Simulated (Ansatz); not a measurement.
# Cu5Si3: melt and quench

The task, for Cu5Si3: make an amorphous cell by melting and quenching in short dynamics.

Program: Ansatz 0.2.0. Level of theory: DFT PBE, scalar-relativistic, plane waves, PAW. These are calculated values, not measurements.

## Step 1: Starting point

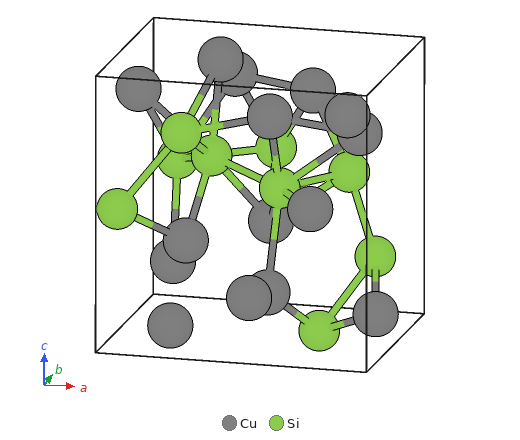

Start, viewed slightly off an axis; copper grey, silicon green. Each atom of the cell is drawn once.

It is the last frame of an earlier stage of the same melt, run at 2150 K.

Its coordinates follow in the input file.

## Step 2: Langevin stage at 1550 K

One k point, a Fermi-Dirac width of 0.134 eV and a fixed cell.

input.yaml reads:

```yaml
crystal:
  lattice:
    - [6.70174, 0.147256, -0.124175]
    - [0.147256, 6.77207, 0.016602]
    - [-0.124175, 0.016602, 6.899174]
  atoms:
    - { symbol: Cu, position: [0.3128943213, 0.5803518432, 0.9370697922] }
    - { symbol: Cu, position: [0.8840328252, 0.3084231871, 0.7692869373] }
    - { symbol: Cu, position: [0.5406162377, 0.0078715035, 0.2119613775] }
    - { symbol: Cu, position: [0.7572278333, 0.048452149, 0.540149322] }
    - { symbol: Cu, position: [0.083025252, 0.838761138, 0.1371839821] }
    - { symbol: Cu, position: [0.5709963709, 0.2225384391, 0.8247650704] }
    - { symbol: Cu, position: [0.5371264542, 0.3427497761, 0.1609122416] }
    - { symbol: Cu, position: [0.9899021746, 0.6745547321, 0.787802491] }
    - { symbol: Cu, position: [0.205270966, 0.4850257492, 0.2951721286] }
    - { symbol: Cu, position: [0.8988722732, 0.0286156591, 0.8938665909] }
    - { symbol: Cu, position: [0.9385000064, 0.3336333729, 0.1126893961] }
    - { symbol: Cu, position: [0.2884328506, 0.9447644433, 0.8063544166] }
    - { symbol: Cu, position: [0.2242316442, 0.1290335769, 0.0641908879] }
    - { symbol: Cu, position: [0.59869942, 0.8393858622, 0.7898096729] }
    - { symbol: Cu, position: [0.4689489466, 0.7247091764, 0.3339783026] }
    - { symbol: Si, position: [0.7734087434, 0.6489248048, 0.5484317161] }
    - { symbol: Si, position: [0.5695509315, 0.4008782744, 0.5281270216] }
    - { symbol: Si, position: [0.275130585, 0.6024728587, 0.58222268] }
    - { symbol: Si, position: [0.4242910512, 0.0206220719, 0.532885211] }
    - { symbol: Si, position: [0.2319097594, 0.281244764, 0.72946293] }
    - { symbol: Si, position: [0.8721585947, 0.638671978, 0.2520336489] }
    - { symbol: Si, position: [0.9978334531, 0.2715950117, 0.4395176582] }
    - { symbol: Si, position: [0.0903516955, 0.8845235011, 0.499078792] }
    - { symbol: Si, position: [0.6831758809, 0.5554066904, 0.9878628461] }
  symmetry: { detect: false }
basis:
  ecutwfc: 420
kpoints:
  mp_grid: { grid: [1, 1, 1], shift: [0.25, 0.25, 0.25] }
hamiltonian:
  xc: pbe
scf:
  occupations: { method: fermi_dirac, width: 0.1336 }
  lower_state_search: "off"
  convergence: { dr2_threshold: 1.0e-06 }
output:
  forces: true
  stress: true
md:
  timestep: 3.0
  n_steps: 76
  ensemble: nvt_langevin
  friction: 0.03
  temperature: 1550.0
  initial_velocities: maxwell_boltzmann
  seed: 38152
```

Launch:

```
> ansatz run input.yaml --threads 2 --pin off --max-ram 5120MiB --backend cpu --events-out ev --progress --plain --runs-dir out
```

Output, shortened:

```text
Warning: scf.convergence.dr2_threshold = 1e-6 eV is looser than this run's default, which is 1e-7 eV or tighter. The error in the forces grows as the threshold's square root, so leave the key out unless less accurate forces are enough
Warning: output.stress: scf.convergence.dr2_threshold = 1e-6 eV is looser than the 2.4e-9 eV advised for a printed stress (1e-10 eV for each atom of the cell: 24). What an SCF threshold leaves in a stress goes as its square root, and in the free energy as the threshold itself, and one [...]
Warning: RAYON_NUM_THREADS=2 ignored (pool sized by the plan → 2); use --threads N
band count auto-derived: 195 (N_el = 321.0; filled up to band 161; 193 by the electrons, moments and atoms)
[...]
Pseudopotentials: kind: paw
Pseudopotential: Cu, paw, valence charge 19, recommended cutoff 420 eV (normal), Cu.paw.azcp
Pseudopotential: Si, paw, valence charge 4, recommended cutoff 420 eV (normal), Si.paw.azcp
Functional definition: PBE
[...]
Crystal: 24 atoms, lattice volume = 312.860 Å³
Basis set: ecut = 420 eV, 6129 PW (Γ), exchange–correlation on 90×96×96 points (8 copies of the dense FFT grid, shifted against one another)
Bands: 195, of which v1, the nominal top of the filled ones, is band 161 counted from 1 (160 counted from 0)
Symmetry: 1 space group operations
k-points: 1
[...]
SCF iter   1: F=—  HF=-105091.766869 eV  |F-HF|=—  |Δ(HF+E_count)|=         —  Δρ=8.14e-3  dr2=2.77e-1  ethr=1.77e-3  ⟨swp⟩=5.0  Hψ=709  notcnv=0  defer=8
[...]
md step     0: t =     0.00 fs  T =  1485.4 K  F+E_penalty+E_count = -105091.70092208 eV  E_kin = 4.608119 eV  P_inst = 15.7803 GPa  (9 SCF iters)
[...]
md step     2: t =     6.00 fs  T =  1525.8 K  F+E_penalty+E_count = -105091.41852152 eV  E_kin = 4.733299 eV  P_inst = 16.3979 GPa  (8 SCF iters)
[...]
md step     4: t =    12.00 fs  T =  1183.5 K  F+E_penalty+E_count = -105091.11161256 eV  E_kin = 3.671496 eV  P_inst = 16.4660 GPa  (8 SCF iters)
[...]
md step     6: t =    18.00 fs  T =  1047.7 K  F+E_penalty+E_count = -105091.15018237 eV  E_kin = 3.250362 eV  P_inst = 16.1864 GPa  (6 SCF iters)
md step     7: t =    21.00 fs  T =  1218.3 K  F+E_penalty+E_count = -105091.22197966 eV  E_kin = 3.779610 eV  P_inst = 16.2885 GPa  (6 SCF iters)
md step     8: t =    24.00 fs  T =  1418.4 K  F+E_penalty+E_count = -105091.35628327 eV  E_kin = 4.400175 eV  P_inst = 16.3670 GPa  (6 SCF iters)
```

## Step 3: The output, continued: Langevin dynamics at 1550 K from the last frame before

The log, continued, shortened:

```text
md step     9: t =    27.00 fs  T =  1567.2 K  F+E_penalty+E_count = -105091.48754044 eV  E_kin = 4.861767 eV  P_inst = 16.3925 GPa  (7 SCF iters)
[...]
md step    26: t =    78.00 fs  T =  2065.3 K  F+E_penalty+E_count = -105092.94304923 eV  E_kin = 6.407067 eV  P_inst = 14.4904 GPa  (6 SCF iters)
[...]
md step    43: t =   129.00 fs  T =  1438.0 K  F+E_penalty+E_count = -105091.54387558 eV  E_kin = 4.460939 eV  P_inst = 15.5628 GPa  (6 SCF iters)
[...]
md step    60: t =   180.00 fs  T =  1647.1 K  F+E_penalty+E_count = -105092.28080580 eV  E_kin = 5.109737 eV  P_inst = 14.7868 GPa  (7 SCF iters)
[...]
md step    75: t =   225.00 fs  T =  1834.5 K  F+E_penalty+E_count = -105093.48597359 eV  E_kin = 5.691095 eV  P_inst = 11.9429 GPa  (7 SCF iters)
[...]
SCF converged after 8 iterations
Free energy (F): -105093.449216 eV
[...]
E sigma→0 (E₀):  -105093.185768 eV
Entropy (-TS):   -0.526897 eV (-21.954 meV/atom)
Fermi energy:    13.942256 eV
[...]
--- Forces (eV/Å), atoms counted from 1 ---
  atom   1  Cu     0.26710774    -0.75502111     0.22222537
  atom   2  Cu    -0.11069491     0.94450500    -0.07726365
  atom   3  Cu    -0.77282520     0.73295165    -0.11846640
  atom   4  Cu    -1.34864036     0.40948706     0.61988609
  atom   5  Cu     0.26036104     1.27381815     0.75641912
  atom   6  Cu    -0.98660424    -0.45818233     0.22388187
  atom   7  Cu     0.63598068     0.28941260    -0.31542057
  atom   8  Cu     0.25716474     0.74910461    -0.53383933
[...]
--- Stress (GPa, compression-positive) ---
       14.055175      -2.285275      -1.753179
       -2.285274      11.387119      -3.572220
       -1.753179      -3.572220       4.895432
  P = ⅓ Tr σ = 10.1126 GPa (101.126 kbar)
--- MD trajectory: 76 steps, t = 0.0 → 228.0 fs ---
  final state: T = 1584.6 K   F+E_penalty+E_count = -105093.44921624 eV   E_kin = 4.915902 eV
```

It took 4.1 min on 2 threads of Intel Xeon 6975P-C (Granite Rapids), shared host; peak memory 0.73 GiB.

## Step 4: The trajectory

One step in 6; energies are changes from step 0; msd is the mean square displacement from the start, the centre of mass held:

| time (fs) | T (K) | potential energy change (meV/atom) | pressure (GPa) | msd Si (Å²) | msd Cu (Å²) |
| --- | --- | --- | --- | --- | --- |
| 0.0 | 1485 | 0.0 | 15.8 | 0.000 | 0.000 |
| 18.0 | 1048 | 22.9 | 16.2 | 0.028 | 0.014 |
| 36.0 | 1456 | -2.0 | 16.0 | 0.050 | 0.041 |
| 54.0 | 1559 | -13.4 | 15.8 | 0.080 | 0.082 |
| 72.0 | 1854 | -46.2 | 14.6 | 0.110 | 0.125 |
| 90.0 | 1640 | -36.7 | 14.1 | 0.184 | 0.168 |
| 108.0 | 1542 | 5.5 | 15.5 | 0.224 | 0.199 |
| 126.0 | 1648 | 5.5 | 15.8 | 0.238 | 0.224 |
| 144.0 | 1485 | -1.8 | 15.2 | 0.231 | 0.224 |
| 162.0 | 1903 | -23.9 | 15.1 | 0.210 | 0.226 |
| 180.0 | 1647 | -24.2 | 14.8 | 0.186 | 0.226 |
| 198.0 | 1738 | -61.0 | 13.2 | 0.229 | 0.234 |
| 216.0 | 1638 | -66.0 | 12.1 | 0.290 | 0.247 |
| 228.0 | 1585 | -72.8 | 11.8 | 0.319 | 0.270 |

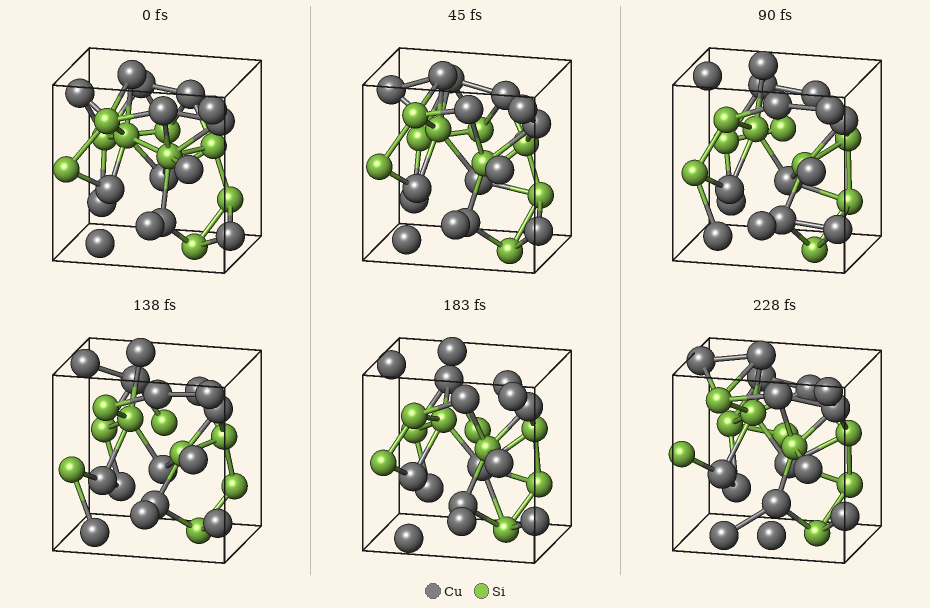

The system at six times, viewed slightly off an axis. Each atom of the cell is drawn once. Atoms are followed across the cell's faces. Sticks join atoms within a bonding distance in each frame.

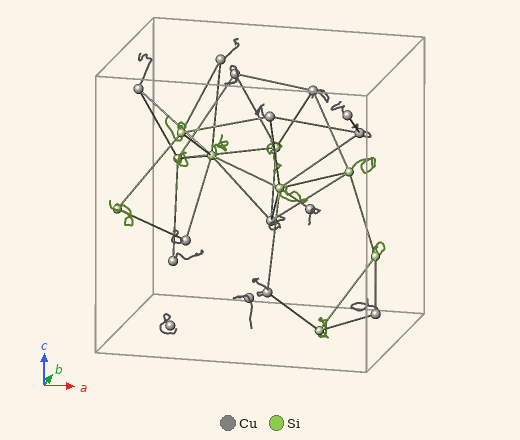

The track of every atom over the whole run, drawn from its starting place (pale balls).

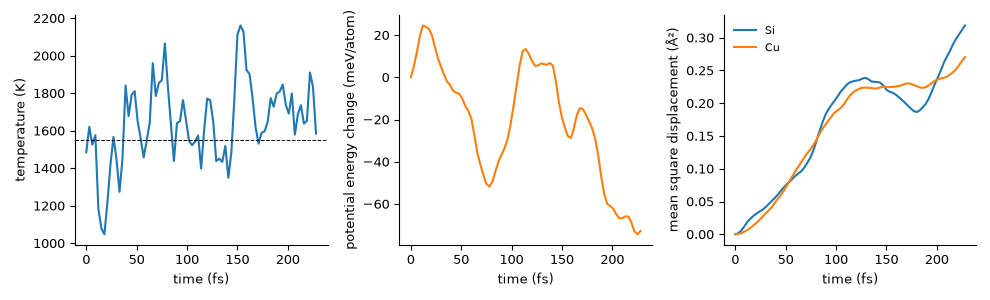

Traces against time; each panel has its own scale. The dashed line is the set temperature.

Bonds that form or break, judged by distance (formed within 1.15 times the sum of covalent radii and held on average over 12 fs, broken when stretched by half; pairs already stretched at the start don't count as bonds):

| time (fs) | bond | event |
| --- | --- | --- |
| 90.0 | Si19–Si22 | forms |
| 126.0 | Si21–Si23 | forms |

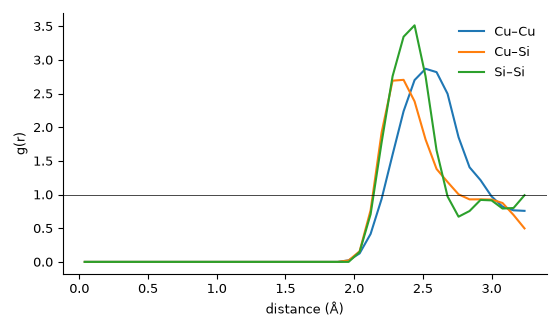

Pair distribution functions over the second half of the run, in bins of 0.08 Å, lightly smoothed, out to 3.3 Å.

First peaks of g(r) (not always the tallest), and, where a minimum follows, the mean number of second-named atoms round a first-named one up to the next minimum:

| pair | peak (Å) | height | minimum (Å) | neighbours |
| --- | --- | --- | --- | --- |
| Cu–Cu | 2.52 | 2.9 | - | - |
| Cu–Si | 2.36 | 2.7 | - | - |
| Si–Si | 2.44 | 3.5 | 2.76 | 2.7 |

## Step 5: Positions and forces

Extended XYZ, with forces in eV/Å:

```xyz
24
Lattice="6.702 0.147 -0.124 0.147 6.772 0.017 -0.124 0.017 6.899" Properties=species:S:1:pos:R:3:forces:R:3 pbc="T T T" time_fs=57.0 T=1458 dE=-0.3812
Cu    2.171    4.112    6.472    1.475   -2.161    2.548
Cu    6.056    2.709    5.050   -2.275   -0.734    0.334
Cu    3.375    0.173    1.389    0.348   -1.262   -0.431
Cu    5.054    0.563    3.614    1.251   -1.039   -0.172
Cu    0.764    5.671    1.143    1.548    0.506   -1.950
Cu    3.621    1.334    5.744   -0.405    1.318    0.474
Cu    3.491    2.423    1.041    0.259    0.589   -0.259
Cu    6.738    4.831    5.599    0.120    1.427    0.715
Cu    1.309    3.233    2.042    1.235    1.464   -0.325
Cu    5.858    0.413    6.001    1.701    0.747    1.024
Cu    6.112    2.434    0.864   -1.391   -0.111    0.274
Cu    2.040    6.156    5.775   -1.191    2.488   -0.218
Cu    1.300    1.206    0.562    1.400   -0.756   -0.651
Cu    4.266    5.918    5.357   -0.528   -1.705    0.714
Cu    3.497    4.572    2.202   -0.914    0.254   -0.076
Si    5.340    4.746    3.877    0.034   -0.848    0.159
Si    4.176    2.587    3.324   -0.337    0.783    0.237
Si    1.980    4.020    4.295    0.020    1.649   -2.372
Si    2.824    0.474    3.591   -1.011    0.164    0.226
Si    1.417    1.979    5.146    1.502   -1.417    0.677
Si    5.840    4.695    1.790   -0.446   -0.471   -1.430
Si    6.841    1.923    3.024   -0.193   -0.936   -0.352
Si    0.884    6.184    3.306   -0.722   -1.029    0.774
Si    4.732    3.887    6.592   -1.479    1.079    0.080
24
Lattice="6.702 0.147 -0.124 0.147 6.772 0.017 -0.124 0.017 6.899" Properties=species:S:1:pos:R:3:forces:R:3 pbc="T T T" time_fs=114.0 T=1398 dE=0.3223
Cu    2.376    4.151    6.873    0.844   -1.064   -1.280
Cu    5.747    2.662    5.180    1.656    0.643    0.259
Cu    3.322   -0.296    1.468    1.429    2.939   -1.654
Cu    5.262    0.324    3.626   -1.687   -0.443    0.152
Cu    1.284    5.623    1.147   -1.268    1.316    1.164
Cu    3.625    1.452    5.949   -1.552   -0.016   -0.646
Cu    3.494    2.156    1.294   -0.207    0.279    0.701
Cu    6.887    4.908    6.055   -1.509   -0.333   -0.848
Cu    1.379    3.315    1.972   -1.431   -0.643    0.609
Cu    5.716    0.736    6.072    2.042   -3.999    0.578
Cu    5.753    2.201    0.860    1.284    0.989    1.356
Cu    2.026    6.061    5.405   -0.401    2.188    1.043
Cu    1.433    1.234    0.541   -0.312   -0.264   -0.619
Cu    4.298    5.687    5.290    0.152    1.172   -0.756
Cu    3.312    4.520    2.147    1.477   -2.693    2.265
Si    5.809    4.419    3.878   -1.506    0.125    0.146
Si    4.481    2.484    3.404   -2.046    0.271   -1.517
Si    2.220    4.138    4.368    0.287   -0.779   -1.380
Si    2.529    0.565    3.420    1.364    0.339    0.744
Si    1.498    2.074    5.140   -0.647   -0.331   -0.473
Si    5.912    4.761    1.628   -0.536   -0.129   -0.599
Si    6.990    1.426    2.752    0.430    1.293   -0.784
Si    0.616    5.789    3.485    2.027   -0.008   -0.272
Si    4.632    4.029    6.582    0.111   -0.853    1.808
24
Lattice="6.702 0.147 -0.124 0.147 6.772 0.017 -0.124 0.017 6.899" Properties=species:S:1:pos:R:3:forces:R:3 pbc="T T T" time_fs=171.0 T=1531 dE=-0.3654
Cu    2.483    3.940    6.976   -2.681    0.435   -1.217
Cu    5.708    2.679    5.304    1.259   -1.203    1.304
Cu    3.679   -0.158    1.386    0.739   -1.610   -1.076
Cu    5.104    0.129    3.654    0.614    0.345   -0.542
Cu    1.383    5.677    1.198   -0.157   -0.958    0.187
Cu    3.495    1.359    5.717    0.889   -0.484    1.049
Cu    3.329    2.059    1.378    0.382    0.464    0.041
Cu    6.691    4.874    6.094    0.967   -1.628   -0.200
Cu    1.080    3.332    2.064    0.907    0.658   -0.420
Cu    5.678    0.144    6.256    0.998    2.774    1.168
Cu    6.113    2.096    0.872   -1.272    0.595   -0.160
Cu    1.871    6.245    5.331    0.482   -1.201    1.241
Cu    1.371    0.904    0.229    0.607    1.700   -0.525
Cu    4.433    5.566    5.334   -3.725   -0.664    1.001
Cu    3.594    4.193    2.475    0.254    0.663   -1.247
Si    5.550    4.412    3.942    1.128   -0.854   -0.080
Si    4.299    2.254    3.627   -0.794    0.691   -1.338
Si    2.217    4.135    4.148   -1.089   -0.158    1.353
Si    2.702    0.382    3.355    0.917    0.052   -0.292
Si    1.526    1.866    4.858   -1.084    1.834    0.674
Si    5.866    4.906    1.839    0.206    0.514   -1.461
Si    7.140    1.503    2.780   -1.221    0.662   -0.393
Si    0.720    5.960    3.352   -0.414   -2.009    0.960
Si    4.546    3.935    7.040    2.088   -0.618   -0.027
24
Lattice="6.702 0.147 -0.124 0.147 6.772 0.017 -0.124 0.017 6.899" Properties=species:S:1:pos:R:3:forces:R:3 pbc="T T T" time_fs=228.0 T=1585 dE=-1.7483
Cu    2.409    4.050    6.811    0.267   -0.755    0.222
Cu    5.653    2.434    5.280   -0.111    0.945   -0.077
Cu    3.798   -0.554    0.786   -0.773    0.733   -0.118
Cu    5.097   -0.144    3.383   -1.349    0.409    0.620
Cu    1.264    5.526    1.205    0.260    1.274    0.756
Cu    3.553    1.550    5.850   -0.987   -0.458    0.224
Cu    3.480    2.064    1.460    0.636    0.289   -0.315
Cu    6.726    4.404    6.282    0.257    0.749   -0.534
Cu    1.102    3.333    2.206    0.988    0.224    0.755
Cu    5.721    0.483    6.345    0.509   -2.175    0.932
Cu    6.104    2.396    1.042    0.311   -1.362   -0.149
Cu    2.028    6.260    5.459   -0.857    1.474    1.499
Cu    1.639    1.066    0.309   -0.352   -0.484    1.549
Cu    4.095    5.379    5.288    1.609   -0.017   -0.174
Cu    3.523    4.307    2.551   -0.096    0.405   -0.100
Si    5.822    4.373    3.877    0.101   -0.241    0.223
Si    4.095    2.301    3.684   -0.475    0.300   -0.664
Si    2.086    4.295    4.469   -1.010   -1.405   -1.538
Si    2.686    0.435    2.983    0.834   -0.172   -0.521
Si    1.143    2.159    5.365    1.263    0.476   -1.317
Si    5.757    5.177    1.670    1.644   -0.647   -0.510
Si    6.540    1.735    3.170    0.265    1.531    0.171
Si    0.828    6.255    3.538   -0.553   -1.818   -0.847
Si    4.661    3.730    6.916   -2.384    0.724   -0.086
```

## Step 6: The stages side by side

Means over the second half of each stage, earlier sessions' stages included (the first, hottest stages at a lower cutoff are left out); the pressure holds its kinetic part:

| thermostat (K) | duration (fs) | mean T (K) | mean P (GPa) | mean potential energy over the last stage (meV/atom) | largest msd at the end (Å²) | wall time |
| --- | --- | --- | --- | --- | --- | --- |
| 2150 | 243 | 2112 | 16.9 | 53 | 0.61 | 4.7 min |
| 1550 | 228 | 1703 | 14.3 | 0 | 0.30 | 4.1 min |

## Step 7: Outcome

| quantity | value |
| --- | --- |
| 1550 K: length | 76 steps of 3 fs |
| 1550 K: temperature, first and last step | 1485 and 1585 K |
| 1550 K: temperature, second half | mean 1703 K, from 1349 to 2161 K |

In words: Against a set 1550 K the second half averages 1703 K with a spread of 190 K (in equilibrium 24 atoms would scatter by about 258 K, over a far longer run). The thermostat is lowered by 600 K within 228 fs (some 3×10^15 K/s), far faster than any real quench. In the hottest stage of the table the atoms move only 0.61 Å² in mean square, too little to forget where they started, so this is no equilibrated liquid. Averages from a run of 228 fs with 24 atoms are rough.
